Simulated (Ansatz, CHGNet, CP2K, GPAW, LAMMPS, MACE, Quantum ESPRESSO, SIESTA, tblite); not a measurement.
**GPAW runs on liquid mixture of dimethylformamide and H2O at 300 K (102 atoms)**

Aim: run liquid mixture of dimethylformamide and H2O at 300 K (102 atoms) in GPAW and see how near its forces come to a plane-wave reference, and at what cost.

Main program and level: GPAW 26.7.0; the method is named at each step.

## (1) The starting structure

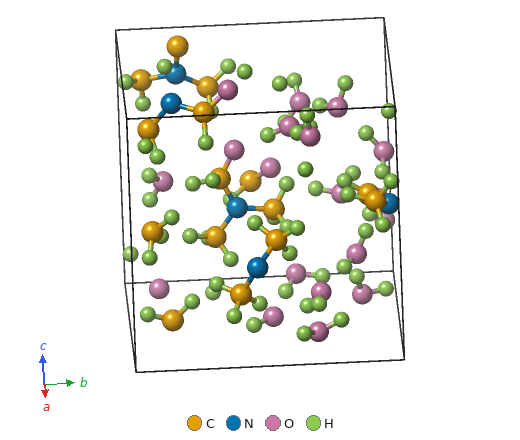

The starting structure, seen slightly off an axis (carbon orange, nitrogen blue, oxygen pink, hydrogen green). Bonds to atoms that aren't drawn are left out. Some periodic images of atoms are drawn too.

The cell holds 102 atoms: 15 C, 5 N, 19 O and 63 H. Cell: a = 10.188 Å, b = 10.188 Å, c = 10.188 Å, α = 90.0°, β = 90.0°, γ = 90.0°. 5 dimethylformamide, 14 H2O placed at random, at 0.97 g/cm³; overlaps pushed apart, then 10 ps at 450 K with MMFF94 bonds, angles, torsions, charges and radii (Halgren, J. Comput. Chem. 17, 490 (1996)) in harmonic and 12-6 forms; SPC/E water (Berendsen, Grigera and Straatsma, J. Phys. Chem. 91, 6269 (1987)). Snapshot after 20 ps at 300 K and fixed volume.

The yardstick, on the same geometry:

```
method                                           : Kohn-Sham DFT, PBE, PAW, plane waves (Ansatz 0.2.0); cutoff 420 eV, Γ point, fermi-dirac smearing of 0.05 eV; PAW set soft_2
r.m.s. force component                           : 0.8876 eV/Å
longest force                                    : 5.941 eV/Å
pressure                                         : 0.9035 GPa
gap (highest filled to lowest empty level) : 3.675 eV
SCF cycles                                       : 10
time                                             : 5 s on 8 threads of Arm Neoverse V2, shared host
CPU time                                         : 35 s
```

## (2) PBE, LCAO dzp, h 0.18 Å

Method: Kohn-Sham DFT, PBE, PAW, atomic orbitals (dzp).

run.py

```python
import numpy as np
from ase.io import read
from gpaw import GPAW, FermiDirac
from ase.parallel import parprint as print

atoms = read("structure.xyz")
atoms.calc = GPAW(
    mode="lcao",
    basis="dzp",
    h=0.18,
    xc="PBE",
    kpts={"size": (1, 1, 1), "gamma": True},
    occupations=FermiDirac(0.05),
    maxiter=200,
    symmetry={"point_group": False},
    txt="gpaw.txt",
)
energy = atoms.get_potential_energy(force_consistent=True)
forces = atoms.get_forces()
print(f"energy {energy:.6f} eV")
print("forces (eV/A)")
for i, (a, f) in enumerate(zip(atoms, forces)):
    print(f"{i:4d} {a.symbol:2s} {f[0]:10.5f} {f[1]:10.5f} {f[2]:10.5f}")
print(f"Fermi level {atoms.calc.get_fermi_level():.4f} eV")
for k in range(len(atoms.calc.get_ibz_k_points())):
    for s in range(atoms.calc.get_number_of_spins()):
        e = atoms.calc.get_eigenvalues(kpt=k, spin=s)
        n = np.searchsorted(e, atoms.calc.get_fermi_level())
        print(f"k {k} spin {s} levels about the Fermi level:", np.round(e[max(n - 6, 0):n], 4).tolist(), "|", np.round(e[n:n + 6], 4).tolist())
```

structure.xyz

```xyz
102
Lattice="10.18782 0.00000 0.00000 0.00000 10.18782 0.00000 0.00000 0.00000 10.18782" Properties=species:S:1:pos:R:3 pbc="T T T"
C 8.11093 5.56306 4.32055
N 9.14764 4.78573 3.60751
C 8.68196 4.13564 2.39852
C 0.29321 4.89606 3.97732
O 0.91935 5.65078 4.69098
H 8.52812 6.35985 4.91267
H 7.53491 6.06909 3.55942
H 7.59278 4.78848 4.85969
H 9.58012 3.81829 1.86030
H 8.10889 3.24268 2.65596
H 8.14251 4.84584 1.80762
H 0.95063 4.09713 3.51021
C 3.92679 5.63101 4.08226
N 4.11170 4.23915 4.28367
C 4.12647 3.38174 3.15119
C 4.15317 3.62146 5.49562
O 3.98323 4.20879 6.55739
H 2.98585 5.66239 3.43014
H 3.65692 6.16139 4.98113
H 4.80885 6.09344 3.65203
H 4.61325 3.91070 2.40483
H 4.69129 2.40076 3.43686
H 3.12491 3.13265 2.78189
H 4.43557 2.58485 5.44162
C 0.33599 0.88665 8.24867
N 0.83000 2.19232 8.61594
C 0.41515 3.39631 7.87213
C 1.37026 2.28788 9.89930
O 1.65562 1.24200 0.30105
H 0.10015 0.93208 7.22245
H 1.16854 0.28210 8.49807
H 9.60925 0.69298 8.85923
H 0.27731 4.20808 8.62582
H 1.22784 3.46692 7.17936
H 9.65143 3.19490 7.37415
H 1.66143 3.27600 0.05848
C 5.50774 1.60519 0.37298
N 6.34620 1.82280 9.38033
C 6.04983 0.93005 8.25916
C 6.94218 3.02578 9.16985
O 6.86262 3.97182 9.99303
H 4.47704 1.67692 0.02038
H 5.77028 0.65528 0.74891
H 5.65383 2.35787 1.14083
H 6.65947 1.21531 7.37119
H 6.26184 10.06241 8.63397
H 5.00375 1.03223 7.92826
H 7.54001 3.04096 8.15647
C 7.19484 0.90672 4.55141
N 7.06097 9.90745 5.19895
C 8.22942 9.37269 5.74868
C 5.86472 9.17301 5.20272
O 4.82933 9.58389 4.63760
H 7.51739 1.64971 5.21433
H 7.94589 0.73984 3.78620
H 6.26245 1.25280 4.04141
[... 42 atom lines left out ...]
H 4.60357 5.48696 7.31210
O 2.56916 9.92620 5.72423
H 2.55225 9.27621 6.48394
H 3.41689 9.81148 5.20628
```

Started as:

```sh
OMP_NUM_THREADS=1 mpirun -np 2 gpaw python run.py > output.txt
```

The log of the run:

```text
energy -521.967365 eV
forces (eV/A)
   0 C     1.23121   -0.70724   -1.24991
   1 N     1.11109    1.71589    1.52203
   2 C     1.50907   -0.75118    1.07011
   3 C    -0.79364   -3.42028   -3.39599
   4 O     0.24145    2.60871    2.74963
   5 H     0.74837    0.45140    1.07838
   6 H    -1.17772    0.27258   -0.67022
   7 H    -1.29028   -0.22495    1.02193
   8 H     0.41002   -0.34212   -0.52060
   9 H    -0.67911   -0.54957   -0.06362
  10 H    -0.93341    0.73914   -0.88814
  11 H    -0.68034   -0.16764   -0.50007
  12 C    -2.17473    0.08561   -1.11994
  13 N     0.49517   -1.67549    1.67046
  14 C     0.15905   -2.49986    1.25125
  15 C     0.05806    1.71945   -1.25267
  16 O    -0.34641    0.45282    2.33196
  17 H     1.07776    0.82340    0.02021
  18 H    -0.17140    0.25733    1.16719
  19 H     0.57593    0.45076   -0.81425
  20 H     1.60824    1.12749   -2.50390
  21 H    -0.83333    1.16700   -0.62499
  22 H    -0.70893   -0.35793   -0.10158
  23 H     0.12696   -1.81045   -0.15525
[...]
94 H     0.12988   -0.48963   -0.69069
  95 H     0.04800    0.41269   -0.36345
  96 O     1.06034    0.59528    0.23805
  97 H    -0.44872   -0.26707    0.27139
  98 H    -0.35770    0.15609   -0.22548
  99 O    -1.24705    0.72901   -0.49143
 100 H     0.64560   -0.12875    0.41653
 101 H    -0.01497   -0.35915    0.52795
Fermi level -0.6059 eV
k 0 spin 0 levels about the Fermi level: [-2.1433, -2.0299, -1.9754, -1.9483, -1.8853, -1.7813] | [1.8762, 2.4096, 2.4984, 2.9069, 2.9279, 3.076]
```

gpaw.txt:

```text
Input parameters:
  mode=LCAO(),
  basis={'default': 'dzp'},
  h=0.18,
  kpts=MonkhorstPack(size=(1, 1, 1), gamma=True),
  maxiter=200,
  occupations=Occupations(name='fermi-dirac', width=0.05, fixmagmom=False),
  symmetry=Symmetry(point_group=False),
  xc=XC(name='PBE')
Unit cell  # Å
| periodic |         x |         y |         z |   lengths |    angles |
|----------|-----------|-----------|-----------|-----------|-----------|
|      yes | 10.187820 |  0.000000 |  0.000000 | 10.187820 | 90.000000 |
|      yes |  0.000000 | 10.187820 |  0.000000 | 10.187820 | 90.000000 |
|      yes |  0.000000 |  0.000000 | 10.187820 | 10.187820 | 90.000000 |
Number of symmetries: 1
Symmetry operations  # r_c * U_cc + t_c -> r_c
|   | kind |            matrix            |
|---|------|------------------------------|
| 0 |  E   |  1, 0, 0,  0, 1, 0,  0, 0, 1 |
BZ-sampling:
  Number of BZ points: 1
  Number of IBZ points: 1
  Monkhorst-Pack size: [1, 1, 1]
  Monkhorst-Pack shift: [0, 0, 0]
[... lines left out ...]
        l=0, rc=6.4219 Bohr: 1s-sz confined orbital
        l=0, rc=3.6094 Bohr: 1s-dz split-valence wave
        l=1, rc=6.4219 Bohr: p-type Gaussian polarization
      Number of RI-basis functions 0
Reference energy: -62386.103196  # eV
eigensolver:
density mixing:
  MSR1-Mixer
occupation numbers:
  Fermi-Dirac:
    width: 0.0500  # eV
FastPoissonSolver using
    Stencil: 6*3+1=19 point O(h^6) finite-difference Laplacian
xc functional:
  name: PBE with 2 nearest neighbor stencil
interpolation: tri-quintic # 5. degree polynomial
Initialization done in: 3.739 s
convergence criteria:
- Maximum [total energy] change in last 3 cyles: 0.0005 eV / valence electron
- Maximum integral of absolute [dens]ity change: 0.0001 electrons / valence electron
- Maximum integral of absolute [eigenst]ate change: 4e-08 eV^2 / valence electron
maximum number of iterations: 200
SCF iterations
|iter     |      energy | eigst |  dens |
|---------|-------------|-------|-------|
|iter:   1| -543.750217 |      c|       |
|iter:   2| -539.051927 |      c| -0.79 |
|iter:   3| -522.241155 |      c| -0.83 |
|iter:   4| -522.033638 |      c| -1.41 |
|iter:   5| -522.009110 |      c| -1.86 |
|iter:   6| -521.967584c|      c| -2.34 |
|iter:   7| -521.967381c|      c| -2.78 |
|iter:   8| -521.967377c|      c| -3.23 |
|iter:   9| -521.967369c|      c| -3.70 |
|iter:  10| -521.967365c|      c| -4.08c|
Converged in 10 steps
SCF loop duration: 21.645 s (2.164 s/step)
Energy contributions relative to reference atoms: (reference = -62386.103196)
Energy contributions:
  Kinetic:         454.120431
  Coulomb:        -494.327435
  Zero:              6.545088
  External:          0.000000
  Xc:             -488.305449
  Entropy:          -0.000000
  Spinorbit:         0.000000
  ----------------------------
  Free energy:    -521.967365
  Extrapolated:   -521.967365
dipole moment: (-56.306758, 48.649302, -48.387009)  # |e|*Ang
Fermi level: -0.606
Eigenvalues  # (at kpt = [0.000, 0.000, 0.000])
| band index |      eig [eV] | occ [0-2] |
|------------|---------------|-----------|
|          0 |       -23.182 |     2.000 |
|        ... |               |           |
|        123 |        -2.193 |     2.000 |
|        124 |        -2.167 |     2.000 |
[...]
|        138 |         4.282 |     0.000 |
|        ... |               |           |
|        161 |         7.002 |     0.000 |
Gap: 3.658 eV
Transition (v -> c):
  (s=0, k=0, n=130, [0.00, 0.00, 0.00]) -> (s=0, k=0, n=131, [0.00, 0.00, 0.00])
No difference between direct/indirect transitions
Force computation time: 3.936  # s
```

Wall time 31 s (2 MPI ranks of Arm Neoverse V2, shared host); peak memory 1.1 GiB; 62 s of CPU time.

Banners, paths, timers and routine set-up lines are dropped from the logs unmarked, and long logs keep their key lines alone; longer cuts are marked.

Numbers from this run, and their distance from the reference:

* r.m.s. force component: 0.9801 eV/Å
* r.m.s. difference of force components: 385.6 meV/Å
* longest difference of force vectors: 1521 meV/Å
* force difference over r.m.s. force: 43.44 %
* slope of forces against the reference's: 1.015
* correlation of force components: 0.9195
* gap (highest filled to lowest empty level): 3.658 eV
* gap difference: -0.017 eV

This run lies far from the reference in forces at the same functional.

Length of the force difference by element (eV/Å):

| element | atoms | mean | most |
| --- | --- | --- | --- |
| C | 15 | 0.34 | 0.76 |
| H | 63 | 0.62 | 0.79 |
| N | 5 | 0.39 | 0.54 |
| O | 19 | 0.93 | 1.5 |

Levels nearest the highest filled one (eV from it): -0.36, -0.25, -0.19, -0.17, -0.10, 0.00, 3.66, 4.19, 4.28, 4.69, 4.71, 4.86.

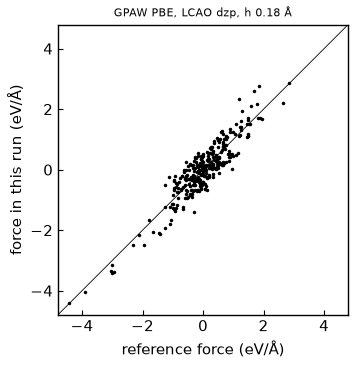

Force components against those of the reference; the line marks equality.

The surroundings of N50, which bears the longest force, nearest first, numbered as they follow in the input and with coordinates relative to it.

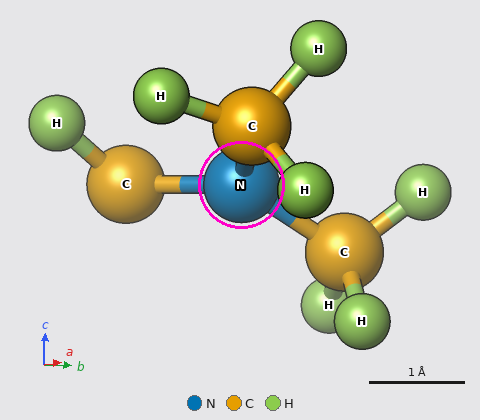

The atoms of the table, within 2.1 Å (arrows a, b, c point along x, y, z); some may hide others; the central atom is ringed.

| atom | x | y | z | distance (Å) | bonds | Fx | Fy | Fz (eV/Å) |
| --- | --- | --- | --- | --- | --- | --- | --- | --- |
| N50 | 0.00 | 0.00 | 0.00 | 0.00 | 3 | -4.41 | -4.05 | 0.85 |
| C49 | 0.13 | 1.19 | -0.65 | 1.36 | 4 | -1.12 | 1.50 | -3.15 |
| C51 | 1.17 | -0.53 | 0.55 | 1.40 | 4 | 1.11 | 0.69 | 0.37 |
| C52 | -1.20 | -0.73 | 0.00 | 1.40 | 3 | 2.16 | 2.88 | -0.46 |
| H55 | 0.88 | 1.02 | -1.41 | 1.95 | 1 | 0.92 | 0.42 | -0.94 |
| H54 | 0.46 | 1.93 | 0.02 | 1.98 | 1 | 1.00 | 2.09 | 1.51 |
| H59 | 1.43 | 0.09 | 1.40 | 2.00 | 1 | 0.35 | 0.16 | 1.34 |
| H58 | 1.98 | -0.31 | -0.14 | 2.01 | 1 | 0.97 | -0.56 | -0.80 |
| H57 | 1.05 | -1.57 | 0.81 | 2.05 | 1 | 0.15 | -1.31 | 0.51 |
| H60 | -1.14 | -1.62 | 0.60 | 2.07 | 1 | 0.07 | -1.92 | 1.01 |
| H56 | -0.80 | 1.53 | -1.16 | 2.08 | 1 | 0.03 | -0.28 | 0.23 |

Atoms are counted from 1 here, from 0 in the log.

Forces lie 43 % from the reference's, at 1.8 times its CPU time (on 2 against 8 cores).

## (3) PBE, LCAO szp(dzp), h 0.18 Å

Method: Kohn-Sham DFT, PBE, PAW, atomic orbitals (szp(dzp)).

run.py, as its differences from that of step 2:

```diff
@@ -3,3 +3,2 @@
 from gpaw import GPAW, FermiDirac
-from ase.parallel import parprint as print
 
@@ -8,3 +7,3 @@
     mode="lcao",
-    basis="dzp",
+    basis="szp(dzp)",
     h=0.18,
```

structure.xyz is that of step 2.

Started as:

```sh
OMP_NUM_THREADS=1 python run.py > output.txt
```

The log of the run:

```text
energy -459.454738 eV
forces (eV/A)
   0 C     1.67561   -1.20291   -1.43685
   1 N     0.14949    1.37768    1.31820
   2 C     1.54115   -0.30545    1.81451
   3 C    -0.39958   -2.53234   -2.87814
   4 O     1.08807    3.52655    3.58363
   5 H     1.67317    1.92614    2.00582
   6 H    -2.19451    1.28208   -2.29314
   7 H    -2.18079   -1.76821    1.90165
   8 H     1.99579   -0.82159   -1.29159
   9 H    -1.67092   -2.17755    0.45216
  10 H    -1.93778    2.26114   -1.98892
  11 H     0.16736   -1.62067   -1.26534
  12 C    -1.95529   -0.72747   -1.34695
  13 N     0.62458   -1.23602    0.56784
  14 C     0.35856   -2.60647    2.27462
  15 C    -0.21696    2.04154   -0.02550
  16 O    -0.68452    1.08617    3.25488
  17 H    -0.48905    0.71753   -0.87361
  18 H    -0.67778    1.07308    2.91567
  19 H     2.27132    1.33226   -1.60909
  20 H     2.47991    2.36876   -3.95696
  21 H    -0.14308    0.02213   -0.18189
  22 H    -2.49927   -0.75612   -0.77790
  23 H     0.65426   -3.63039   -0.55728
[...]
94 H     0.29565    0.50051   -2.50539
  95 H     0.91392   -0.83948   -0.52358
  96 O     2.82119    0.52776    1.65357
  97 H    -1.68440    1.25750   -0.16432
  98 H    -0.96537   -1.06192   -0.92731
  99 O    -2.76722    2.13282   -1.29983
 100 H     0.70664   -1.54022    2.05223
 101 H     1.09195   -0.59351   -0.20976
Fermi level -0.0722 eV
k 0 spin 0 levels about the Fermi level: [-1.7905, -1.753, -1.6024, -1.5731, -1.4627, -0.9764] | [0.832, 1.6918, 1.7681, 2.0357, 2.1574, 4.4952]
```

gpaw.txt:

```text
Input parameters:
  mode=LCAO(),
  basis={'default': 'szp(dzp)'},
  h=0.18,
  kpts=MonkhorstPack(size=(1, 1, 1), gamma=True),
  maxiter=200,
  occupations=Occupations(name='fermi-dirac', width=0.05, fixmagmom=False),
  symmetry=Symmetry(point_group=False),
  xc=XC(name='PBE')
Unit cell  # Å
| periodic |         x |         y |         z |   lengths |    angles |
[... lines left out ...]
  Fermi-Dirac:
[... lines left out ...]
convergence criteria:
- Maximum [total energy] change in last 3 cyles: 0.0005 eV / valence electron
[... lines left out ...]
Converged in 10 steps
[... lines left out ...]
  Free energy:    -459.454738
  Extrapolated:   -459.454738
dipole moment: (-57.685720, 47.918049, -48.824404)  # |e|*Ang
Fermi level: -0.072
Eigenvalues  # (at kpt = [0.000, 0.000, 0.000])
| band index |      eig [eV] | occ [0-2] |
|------------|---------------|-----------|
|          0 |       -24.185 |     2.000 |
|        ... |               |           |
|        123 |        -1.914 |     2.000 |
|        124 |        -1.887 |     2.000 |
[...]
|        138 |         4.964 |     0.000 |
|        ... |               |           |
|        161 |         7.725 |     0.000 |
Gap: 1.808 eV
Transition (v -> c):
  (s=0, k=0, n=130, [0.00, 0.00, 0.00]) -> (s=0, k=0, n=131, [0.00, 0.00, 0.00])
No difference between direct/indirect transitions
Force computation time: 6.160  # s
timing:  # [seconds]
  Total:  43.555  # ━━━━━━━━━━━━━━━━━━━━━━━━━━━━━━━━━━━━━━━━━━━━━━━━━━━━━━━━━
  Init:    5.658  # ━━━━━━━╸
  SCF:    31.705  # ━━━━━━━━━━━━━━━━━━━━━━━━━━━━━━━━━━━━━━━━━╸
  Forces:  6.160  # ━━━━━━━━
```

Wall time 45 s (1 thread); peak memory 0.88 GiB.

Against the reference:

- r.m.s. force component: 1.612 eV/Å
- r.m.s. difference of force components: 1412 meV/Å
- longest difference of force vectors: 3390 meV/Å
- force difference over r.m.s. force: 159.1 %
- slope of forces against the reference's: 0.8836
- correlation of force components: 0.4865
- gap (highest filled to lowest empty level): 1.808 eV
- gap difference: -1.866 eV

This is a coarse setting, run to see what it loses.

Against the first run (43 %), the force difference from the reference is 159 %, at 0.72 times the CPU time (on 1 against 2 cores), with 603 basis functions against 822: the smaller basis costs accuracy.

## (4) PBE, LCAO dzp, h 0.28 Å

Method: Kohn-Sham DFT, PBE, PAW, atomic orbitals (dzp).

run.py, as its differences from that of step 3:

```diff
@@ -7,4 +7,4 @@
     mode="lcao",
-    basis="szp(dzp)",
-    h=0.18,
+    basis="dzp",
+    h=0.28,
     xc="PBE",
```

structure.xyz is that of step 3.

The log of the run:

```text
energy -479.836352 eV
forces (eV/A)
   0 C     1.66662   -0.34966   -1.64396
   1 N    -0.87549    0.38584    2.12367
   2 C     1.94819   -0.43170    1.01487
   3 C    -0.76704   -3.70886   -3.31754
   4 O    -3.43821    3.54020    3.96331
   5 H     2.68420   -0.15006   -0.78650
[...]
99 O    -2.93640   -0.58894   -3.80031
 100 H     1.08390   -0.80612   -1.39763
 101 H     1.42910    1.25226   -1.39330
Fermi level -0.5875 eV
k 0 spin 0 levels about the Fermi level: [-2.1225, -2.0166, -1.9549, -1.9413, -1.872, -1.7548] | [1.9351, 2.4425, 2.5339, 2.9469, 2.952, 3.1027]
```

gpaw.txt:

```text
Input parameters:
  mode=LCAO(),
  basis={'default': 'dzp'},
  h=0.28,
  kpts=MonkhorstPack(size=(1, 1, 1), gamma=True),
  maxiter=200,
  occupations=Occupations(name='fermi-dirac', width=0.05, fixmagmom=False),
[... lines left out ...]
  Fermi-Dirac:
[... lines left out ...]
convergence criteria:
- Maximum [total energy] change in last 3 cyles: 0.0005 eV / valence electron
[... lines left out ...]
Converged in 10 steps
[... lines left out ...]
  Free energy:    -479.836352
[... lines left out ...]
Fermi level: -0.588
[... lines left out ...]
|        ... |               |           |
|        161 |         7.026 |     0.000 |
Gap: 3.690 eV
Transition (v -> c):
  (s=0, k=0, n=130, [0.00, 0.00, 0.00]) -> (s=0, k=0, n=131, [0.00, 0.00, 0.00])
No difference between direct/indirect transitions
Force computation time: 3.785  # s
timing:  # [seconds]
  Total:  27.952  # ━━━━━━━━━━━━━━━━━━━━━━━━━━━━━━━━━━━━━━━━━━━━━━━━━━━━━━━━━
  Init:    4.381  # ━━━━━━━━━
  SCF:    19.757  # ━━━━━━━━━━━━━━━━━━━━━━━━━━━━━━━━━━━━━━━━╸
  Forces:  3.785  # ━━━━━━━╸
```

Run time: 29 s. Hardware: 1 thread; peak memory 0.37 GiB.

Against the reference:

| Property | Result |
| --- | --- |
| r.m.s. force component | 1.851 eV/Å |
| r.m.s. difference of force components | 1630 meV/Å |
| longest difference of force vectors | 5329 meV/Å |
| force difference over r.m.s. force | 183.6 % |
| slope of forces against the reference's | 0.9877 |
| correlation of force components | 0.4762 |
| gap (highest filled to lowest empty level) | 3.69 eV |
| gap difference | 0.0154 eV |
| energy less the same-level run's | 413 meV/atom |
| r.m.s. force difference from the same-level run | 1557 meV/Å |

This is a coarse setting, run to see what it loses.

Against the first run (43 %), the force difference from the reference is 184 %, at 0.47 times the CPU time (on 1 against 2 cores): the grid matters here.

The forces add up to 38 eV/Å instead of zero, usually a sign of too coarse a grid.

[end of part 1 of 2]

[Also dropped from logs without a mark: logging warnings of Python, and SIESTA's first energy breakdown and zero terms.]

[Logs are printed without paths, hosts, clocks, repeated set-up lines and the standing remarks that a program may print on its own settings, such as how far it seeks lower states.]

[Hosts, paths, dates, database ids (printed as entryN), source tags and the programs' standing remarks are cut or masked in the printed files.]

[The MMFF94 radii named for the starting cell were scaled by 0.96; in molecules described by MMFF94, hydrogen bound to N, O or S took a small fixed 12-6 site in their place.]
